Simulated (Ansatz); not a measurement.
**Response to strain in MoSi2**

The reference is MoSi2 (space group I4/mmm, No. 139; a = 3.1901 Å, c = 7.8220 Å; relaxed with 0.1 eV smearing).

Strains are applied to the cell and any free atomic positions relax.

Method: plane-wave PAW DFT at the PBEsol level (Ansatz, an electronic-structure program, 420 eV), no spin-orbit coupling.

Notes on the quantities. energy relative to the base: free energy F.

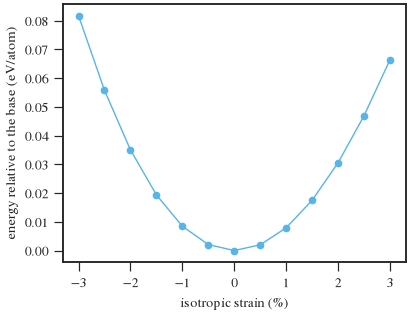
*Energy relative to the base against isotropic strain*

Task: From the plot, what is the energy relative to the base for isotropic strain +2.00 %?

Result: About 0.031 eV/atom.

Task: Is the trend monotonic over the range shown?

Result: No, it turns within the range, spanning 0 meV/atom to +82 meV/atom.

No phonon test of stability was made. The final runs are not spin-polarised.
